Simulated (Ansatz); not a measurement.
**TaBr3F3: what a guessed cell relaxes into**

Aim: relax a trial structure of TaBr3F3 and see where it ends.

Computed with Ansatz 0.2.0 (DFT PBE, scalar-relativistic, plane waves, PAW, unless a step's input says otherwise).

## (1) The starting structure

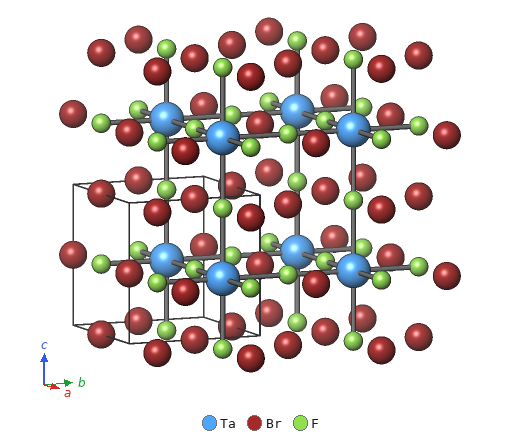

Start, viewed slightly off an axis; tantalum blue, bromine red, fluorine green. 2×2×2 cells are drawn. Atoms on the faces are drawn again on the opposite ones.

As a file:

```
CELL_PARAMETERS angstrom
5.39077 0.00000 0.00000
0.00000 5.39077 0.00000
0.00000 0.00000 5.39077
ATOMIC_POSITIONS crystal
Ta 0.50000 0.50000 0.50000
Br 0.50000 0.00000 0.00000
Br 0.00000 0.50000 0.00000
Br 0.00000 0.00000 0.50000
F 0.50000 0.50000 0.00000
F 0.00000 0.50000 0.50000
F 0.50000 0.00000 0.50000
```

The cell is invented: species swapped into a database cell of Ce3GaBr3 (Pm-3m, No. 221), with F on the Ce sites and Ta on the Ga sites. The dimensions are guesses.

## (2) Probe: one point on a coarse mesh

Input file input.yaml:

```yaml
crystal:
  lattice:
    - [5.39077482, 0.0, 0.0]
    - [0.0, 5.39077482, 0.0]
    - [0.0, 0.0, 5.39077482]
  atoms:
    - { symbol: Ta, position: [0.5, 0.5, 0.5] }
    - { symbol: Br, position: [0.5, 0.0, 0.0] }
    - { symbol: Br, position: [0.0, 0.5, 0.0] }
    - { symbol: Br, position: [0.0, 0.0, 0.5] }
    - { symbol: F, position: [0.5, 0.5, 0.0] }
    - { symbol: F, position: [0.0, 0.5, 0.5] }
    - { symbol: F, position: [0.5, 0.0, 0.5] }
basis:
  ecutwfc: 420
kpoints:
  mp_grid: { grid: [4, 4, 4] }
hamiltonian:
  xc: pbe
scf:
  occupations: { method: gaussian, width: 0.1 }
  lower_state_search: "off"
output:
  forces: true
  stress: true
  eigenvalues: true
```

On the command line:

```console
$ ansatz run input.yaml --threads 1 --pin off --max-ram 2048MiB --backend cpu --events-out ev --progress --plain --runs-dir out
```

The program printed (excerpt; [...] marks lines left out):

```text
[...]
SCF converged after 9 iterations
Free energy (F): -20697.143045 eV
[...]
E sigma→0 (E₀):  -20697.113030 eV
Entropy (-TS):   -0.060030 eV (-8.576 meV/atom)
Fermi energy:    3.634437 eV
[...]
--- Forces (eV/Å), atoms counted from 1 ---
  atom   1  Ta     0.00000000     0.00000000     0.00000000
  atom   2  Br    -0.00000000     0.00000000    -0.00000000
  atom   3  Br     0.00000000     0.00000000    -0.00000000
  atom   4  Br     0.00000000     0.00000000    -0.00000000
  atom   5  F      0.00000000     0.00000000     0.00000000
  atom   6  F      0.00000000    -0.00000000     0.00000000
  atom   7  F      0.00000000    -0.00000000     0.00000000
[...]
--- Stress (GPa, compression-positive) ---
       -8.183485       0.000000       0.000000
        0.000000      -8.183485       0.000000
        0.000000       0.000000      -8.183485
  P = ⅓ Tr σ = -8.1835 GPa (-81.835 kbar)
--- Band table (eV; the first three rows and the last of 10) ---
[...]
```

Wall time 7.9 s (1 thread of Arm Neoverse N1, shared host); peak memory 0.45 GiB.

Read-out: pressure -8.2 GPa, largest force 0.00 eV/Å, gap on this mesh none (metal). A guess like this is first relaxed loosely on the coarse mesh.

(Part 1 of 3 ends here.)
